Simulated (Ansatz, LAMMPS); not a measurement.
## A frame of liquid ethylene carbonate from 313 K (180 atoms): geometry optimisation

Wanted: the relaxed structure of a frame of liquid ethylene carbonate from 313 K (180 atoms) and its electronic structure.

Program: Ansatz 0.2.0. Level of theory: Kohn-Sham DFT, PBE+D4, PAW (set soft_2), plane waves. Results are calculated unless marked as measured.

### Step 1. Set-up

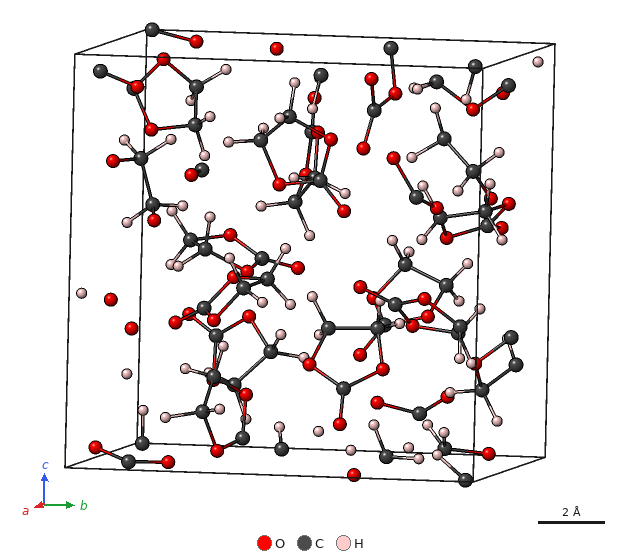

The cell as given, slightly off an axis (oxygen red, carbon dark grey, hydrogen pink). Bonds to atoms that aren't drawn are left out. Some periodic images of atoms are drawn too.

The cell holds 180 atoms: 54 O, 54 C and 72 H. Cell: a = 12.584 Å, b = 12.584 Å, c = 12.584 Å, α = 90.0°, β = 90.0°, γ = 90.0°. 18 ethylene carbonate placed at random, at 1.32 g/cm³; overlaps pushed apart, then 10 ps at 413 K with MMFF94 bonds, angles, torsions, charges and radii (Halgren, J. Comput. Chem. 17, 490 (1996)) in harmonic and 12-6 forms. Snapshot after 20 ps at 313 K and fixed volume. The density is a measured one.

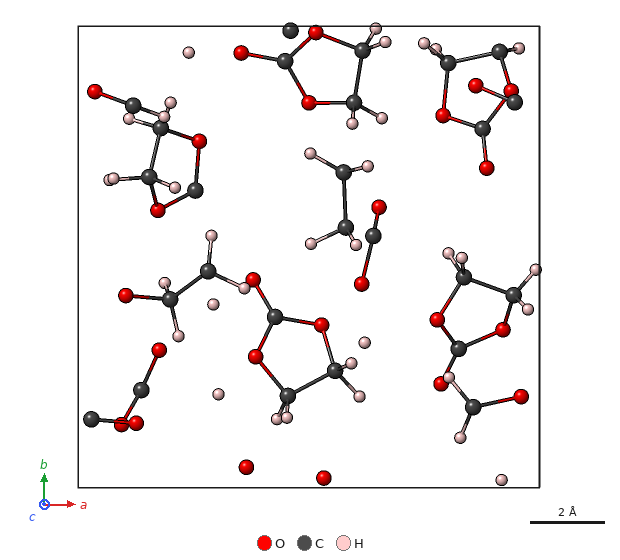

A slice 6 Å thick through the middle of the cell. Bonds to atoms that aren't drawn are left out.

Limits known from the start: The network of contacts between molecules at the start is that of the classical potential that made the cell. The Brillouin zone is sampled at Γ only, in a cell whose shortest periodic width is 13 Å.

### Step 2. Single point at the start

A single point comes first, to see the forces before anything moves.

Contents of input.yaml:

```yaml
crystal:
  lattice:
    - [12.58353, 0.0, 0.0]
    - [0.0, 12.58353, 0.0]
    - [0.0, 0.0, 12.58353]
  atoms:
    - { symbol: O, position: [0.44204, 0.61432, 0.75984] }
    - { symbol: C, position: [0.41556, 0.63417, 0.85116] }
    - { symbol: O, position: [0.48783, 0.63819, 0.93143] }
    - { symbol: C, position: [0.4368, 0.68782, 0.01665] }
    [... 170 atom lines left out ...]
    - { symbol: C, position: [0.15439, 0.67313, 0.46399] }
    - { symbol: O, position: [0.17308, 0.60096, 0.38131] }
    - { symbol: H, position: [0.11062, 0.79947, 0.37728] }
    - { symbol: H, position: [0.20063, 0.83419, 0.47455] }
    - { symbol: H, position: [0.06816, 0.66656, 0.48935] }
    - { symbol: H, position: [0.20996, 0.65004, 0.52486] }
kpoints:
  mp_grid: { grid: [1, 1, 1] }
hamiltonian:
  xc: pbe
  dispersion: d4
scf:
  occupations: { method: fermi_dirac, width: 0.05 }
output:
  forces: true
  stress: true
  populations: true
  dos:
    method: { smearing: { sigma: 0.1 } }
    de: 0.1
    projected: { site_lists: { C: [C], H: [H], O: [O] } }
  eigenvalues: true
```

Launch:

```
> ansatz run input.yaml --threads 4 --pin off --max-ram 8192MiB --backend cpu --events-out ev --progress --plain --runs-dir out
```

Elapsed: 26 s, on 4 threads of Intel Xeon Platinum 8488C (Sapphire Rapids), shared host; peak memory 2.9 GiB; 98 s of CPU time.

Numbers from this run:

- free energy: -45309.5259 eV
- free energy per atom: -251.7196 eV/atom
- SCF cycles: 11
- pressure: 2.786 GPa
- r.m.s. force component: 1.128 eV/Å
- longest force: 5.24 eV/Å
- Fermi energy: 1.838 eV
- gap (highest filled to lowest empty level): 5.101 eV
- spilling of the projection: 0.01348

The r.m.s. force component of 1.1 eV/Å and the pressure of 2.8 GPa set the starting point.

Length of the force by element:

```tsv
element	coordination	atoms	mean length of the force (eV/Å)	spread	least	most
C	all	54	2.33	0.923	0.251	5.24
H	all	72	1.19	0.669	0.134	4.38
O	all	54	1.80	0.836	0.277	4.04
```

### Step 3. Relaxation

The atoms are relaxed in the fixed cell, aiming at the force tolerance of the input.

input.yaml, the sections that differ from step 2:

```yaml
output:
  forces: true
relax:
  f_tol: 0.03
  max_steps: 200
# crystal, kpoints, hamiltonian, scf: as in step 2
```

Run time: 17 min. Hardware: 4 threads; peak memory 2.9 GiB; 63 min of CPU time.

The steps of the relaxation (22 of 83):

```tsv
step	energy less that of the first step (eV)	largest force component (eV/Å)
1	0.0000	4.3843
5	-9.4313	0.2660
9	-9.9354	0.2375
13	-10.1168	0.3985
17	-10.2355	0.4458
21	-10.3273	0.3167
24	-10.3729	0.1975
28	-10.4250	0.3394
32	-10.4693	0.1108
36	-10.4930	0.1704
40	-10.5133	0.1425
44	-10.5495	0.3311
48	-10.5649	0.5114
52	-10.5783	0.0757
56	-10.5861	0.1012
60	-10.5957	0.0893
63	-10.6001	0.0491
67	-10.6027	0.0378
71	-10.6061	0.0541
75	-10.6118	0.1623
79	-10.6215	0.1008
83	-10.6242	0.0205
```

Relaxation steps 48, 53 were tried and not accepted.

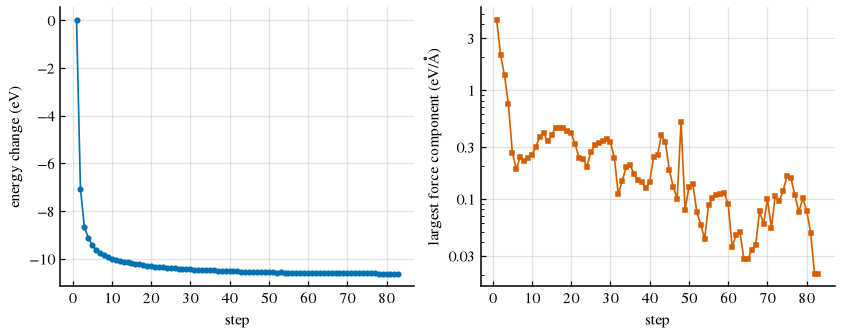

Energy and largest force along the relaxation.

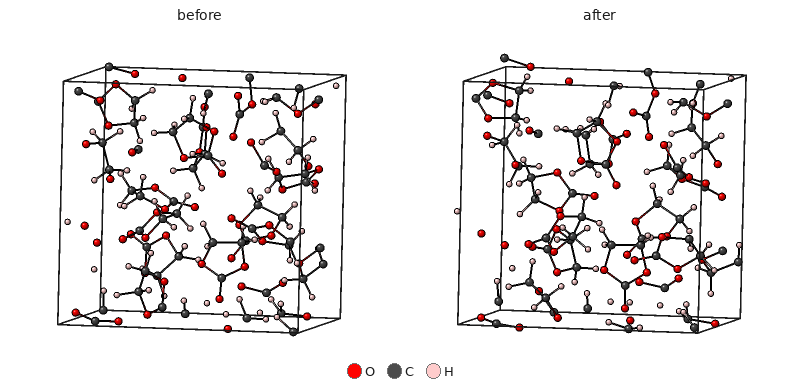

The structure before and after the relaxation, drawn at the same scale. Bonds to atoms that aren't drawn are left out.

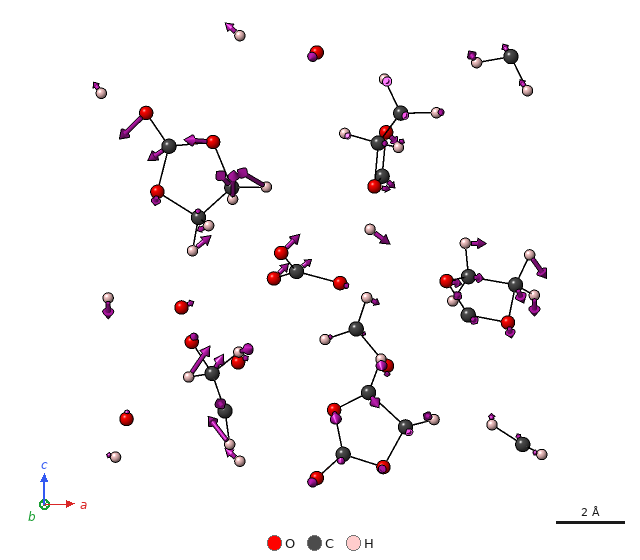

Displacements in the relaxation, scaled; the longest in the cell stands for 2.69 Å. Drawn is a slice 4 Å thick, seen along the normal of the ac plane. Bonds to atoms that aren't drawn are left out.

The atoms that moved most (Å):

```tsv
atom	dx	dy	dz	length
H97	-1.724	-1.745	1.117	2.695
H90	-2.031	-1.465	0.783	2.624
O1	-2.574	0.373	-0.148	2.606
H88	-0.224	-2.356	-0.165	2.372
H98	-0.052	-1.552	1.703	2.304
H57	-1.058	1.439	1.392	2.265
O141	-0.364	0.144	-2.185	2.219
O91	-1.322	0.959	-1.434	2.174
```

The relaxation changed the energy by -59.0 meV/atom, and atoms moved by 1.0 Å r.m.s., 2.7 Å at most.

### Step 4. Local order after relaxation

Density 1.32 g/cm³, 11.07 Å³ an atom.

g(r), total and by pair (bins of 0.2 Å):

```tsv
r (Å)	total	H-H	H-C	H-O	C-C	C-O	O-O
1.00	3.05	0.00	12.70	0.00	0.00	0.00	0.00
1.20	0.58	0.00	0.00	0.00	0.00	3.26	0.00
1.40	1.76	0.00	0.00	0.00	0.00	9.78	0.00
1.60	0.38	0.00	0.00	0.00	4.21	0.00	0.00
1.80	0.55	3.43	0.00	0.00	0.00	0.00	0.00
2.00	0.82	0.00	0.00	3.41	0.00	0.00	0.00
2.20	1.59	0.00	3.01	0.04	3.78	0.00	5.75
2.40	0.76	1.98	0.00	0.49	0.00	1.80	0.00
2.60	0.41	0.81	0.00	1.17	0.00	0.00	0.00
2.80	0.77	1.22	0.78	1.61	0.00	0.00	0.00
3.00	0.79	1.26	1.01	1.29	0.00	0.15	0.06
3.20	0.94	0.53	1.34	1.41	0.00	0.70	0.74
3.40	1.07	0.58	1.06	0.81	0.19	2.29	1.05
3.60	0.88	0.75	0.98	0.59	0.46	1.11	1.51
3.80	0.90	0.87	0.80	0.90	1.06	0.99	0.87
4.00	1.02	0.76	0.94	1.27	1.57	0.96	0.51
4.20	1.08	0.82	0.88	1.64	1.21	0.86	0.84
4.40	0.96	0.86	1.03	0.94	1.16	0.91	0.95
4.60	1.00	0.87	0.98	1.06	1.34	0.80	1.24
4.80	1.10	1.10	1.21	0.92	1.23	1.08	1.23
5.00	1.01	1.08	1.06	0.90	0.93	1.23	0.74
5.20	1.14	1.18	1.08	1.05	1.41	1.14	1.21
5.40	1.08	1.09	1.04	1.01	1.34	1.21	0.84
5.60	1.05	1.05	1.05	0.96	1.21	1.06	1.08
5.80	1.01	0.96	1.05	0.92	1.02	1.12	0.99
6.00	1.04	1.19	1.01	0.88	1.46	0.95	1.11
6.20	1.00	0.98	1.02	1.13	0.73	0.89	1.17
```

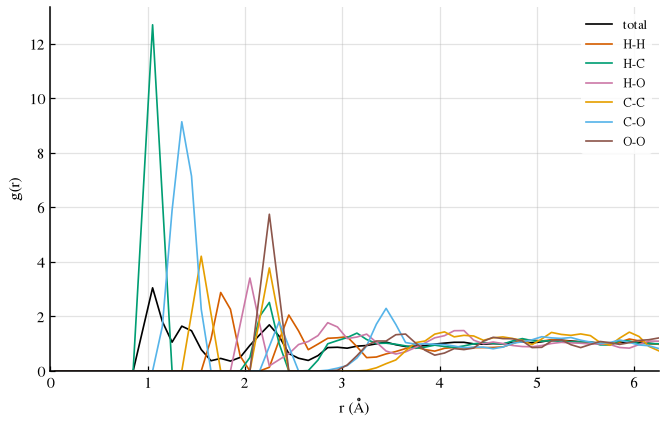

Pair distribution functions, lightly smoothed.

### Step 5. Single point at the relaxed geometry

The electronic structure is read at the final geometry, in a run of its own.

Contents of input.yaml:

```yaml
crystal:
  lattice:
    - [12.58353, 0.0, 0.0]
    - [0.0, 12.58353, 0.0]
    - [0.0, 0.0, 12.58353]
  atoms:
    - { symbol: O, position: [0.23745, 0.644, 0.74804] }
    - { symbol: C, position: [0.27634, 0.63694, 0.83575] }
    - { symbol: O, position: [0.37523, 0.59992, 0.85474] }
    - { symbol: C, position: [0.39866, 0.60641, 0.96743] }
    [... 170 atom lines left out ...]
    - { symbol: C, position: [0.17118, 0.67329, 0.47062] }
    - { symbol: O, position: [0.20397, 0.59084, 0.39643] }
    - { symbol: H, position: [0.14148, 0.80458, 0.36088] }
    - { symbol: H, position: [0.23517, 0.83696, 0.46515] }
    - { symbol: H, position: [0.08523, 0.66712, 0.48237] }
    - { symbol: H, position: [0.21335, 0.66053, 0.54592] }
kpoints:
  mp_grid: { grid: [1, 1, 1] }
hamiltonian:
  xc: pbe
  dispersion: d4
scf:
  occupations: { method: fermi_dirac, width: 0.05 }
output:
  forces: true
  stress: true
  populations: true
  dos:
    method: { smearing: { sigma: 0.15 } }
    de: 0.1
    projected: { site_lists: { C: [C], H: [H], O: [O] } }
  eigenvalues: true
  write_density: true
  write_potential: true
  volumetric_format: npy
```

It took 26 s on 4 threads; peak memory 2.9 GiB.

The program notes that the exchange-correlation potential is rough where the density is thin.

Numbers from this run:

| Quantity | Value |
| --- | --- |
| free energy | -45320.1500 eV |
| free energy per atom | -251.7786 eV/atom |
| SCF cycles | 10 |
| pressure | -0.3142 GPa |
| r.m.s. force component | 0.00354 eV/Å |
| longest force | 0.02438 eV/Å |
| Fermi energy | 1.85 eV |
| gap (highest filled to lowest empty level) | 5.918 eV |
| spilling of the projection | 0.01345 |

Löwdin charges by element (they lack the spilled electrons, 0.046 e an atom on average):

```tsv
element	coordination	atoms	mean charge (e)	spread	least	most
C	all	54	0.193	0.368	-0.0779	0.719
H	all	72	0.215	0.0106	0.195	0.239
O	all	54	-0.327	0.0645	-0.435	-0.268
```

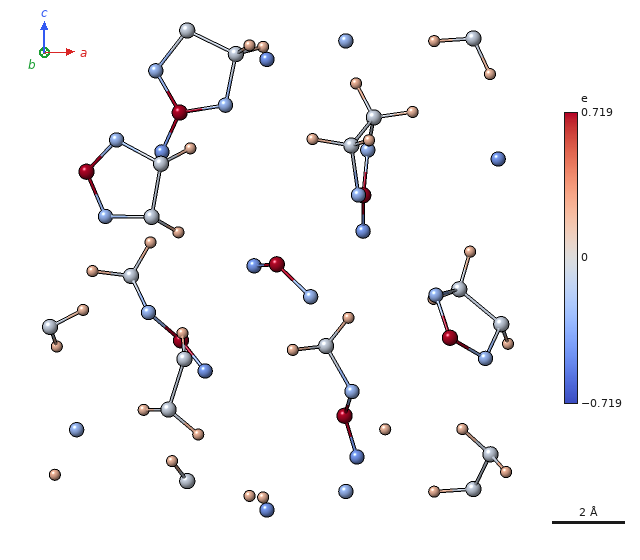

Atoms coloured by Löwdin charge. Drawn is a slice 4 Å thick, seen along the normal of the ac plane. Bonds to atoms that aren't drawn are left out.

States in the cell by windows of 1 eV, zero at the Fermi level; the larger projections on atomic orbitals stand beside the total:

```tsv
from (eV)	to (eV)	total	O p	C p	H s	C s	O s
-18	-16	0.0	0.0	0.0	0.0	0.0	0.0
-16	-15	36.0	6.2	2.6	6.1	18.7	2.0
-15	-14	0.0	0.0	0.0	0.0	0.0	0.0
-14	-13	10.1	3.7	2.3	1.4	2.5	0.1
-13	-12	25.9	9.4	5.9	3.6	6.4	0.1
-12	-11	31.7	13.4	8.9	0.4	3.1	5.4
-11	-10	4.4	1.8	1.2	0.1	0.4	0.8
-10	-9	42.9	14.4	20.1	5.5	0.6	1.2
-9	-8	65.0	22.4	22.4	11.0	3.7	4.4
-8	-7	36.5	18.5	10.5	3.5	0.2	3.1
-7	-6	71.6	28.8	28.5	10.4	0.2	2.7
-6	-5	68.0	39.0	20.1	4.0	0.8	3.3
-5	-4	6.8	4.2	1.7	0.5	0.1	0.2
-4	-3	102.8	83.3	8.7	9.0	0.1	0.6
-3	-2	2.5	2.0	0.2	0.2	0.0	0.0
-2	2	0.0	0.0	0.0	0.0	0.0	0.0
2	3	4.5	1.1	1.9	0.6	0.2	0.2
3	4	58.1	15.8	25.8	4.5	2.6	2.1
4	5	30.5	3.0	8.5	6.6	3.0	1.3
```

Between -26 and -18 eV lie 108 more states.

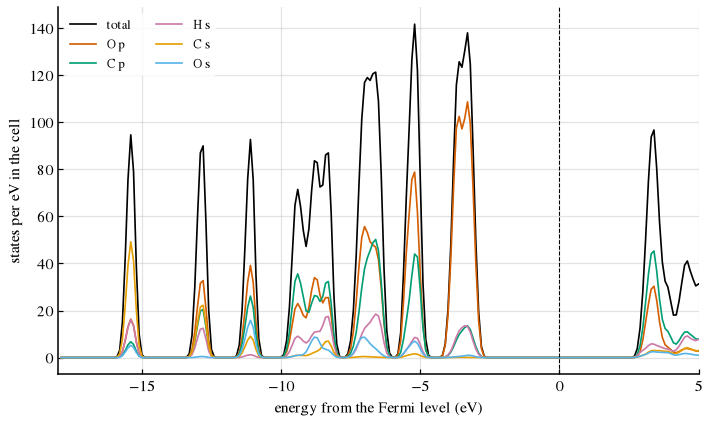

Total and projected density of states, with the broadening of the input.

The levels nearest the highest filled one (over half full), pooled over k-points and spins:

```tsv
level less the highest filled one (eV)	occupation
-0.166	2
-0.138	2
-0.104	2
-0.0713	2
-0.0335	2
0	2
5.92	0
6.03	0
6.05	0
6.13	0
6.13	0
6.16	0
```

Mean Löwdin charges: C +0.19, H +0.22, O -0.33 e (they miss 1.3 % of the electrons, so they add up to more than the cell's charge). The largest share in the top eV of filled states is O p (82 % of the projected weight), and in the lowest eV of empty states C p (51 % of the projected weight).

### Step 6. Results

| Quantity | Value |
| --- | --- |
| energy change in the relaxation | -59.02 meV/atom |
| r.m.s. displacement | 1.043 Å |
| largest displacement | 2.695 Å |
| free energy per atom | -251.7786 eV/atom |
| pressure | -0.3142 GPa |
| r.m.s. force component | 0.00354 eV/Å |
| gap (highest filled to lowest empty level) | 5.918 eV |
| wall time of the 3 DFT runs | 18 min |

Relaxation lowers the energy by 59.0 meV/atom and moves atoms by 1.0 Å r.m.s.; the r.m.s. force component goes from 1.1 to 0.0035 eV/Å, the pressure goes from 2.8 to -0.31 GPa, and the gap from 5.10 to 5.92 eV. First to last step the energy falls by 10.624 eV; the largest move, 2.69 Å, is that of H97. Between filled and empty levels lie 5.92 eV (at Γ alone); a semilocal functional tends to put such gaps too low. In a disordered cell it changes from sample to sample and from frame to frame.

What to keep in mind: The network of contacts between molecules at the start is that of the classical potential that made the cell; in DFT atoms moved by 1.0 Å r.m.s.

[Logs are printed without paths, hosts, clocks, repeated set-up lines and the standing remarks that a program may print on its own settings, such as how far it seeks lower states.]

[Hosts, paths, dates, database ids (printed as entryN), source tags and the programs' standing remarks are cut or masked in the printed files.]

[The MMFF94 radii named for the starting cell were scaled by 0.96; in molecules described by MMFF94, hydrogen bound to N, O or S took a small fixed 12-6 site in their place.]
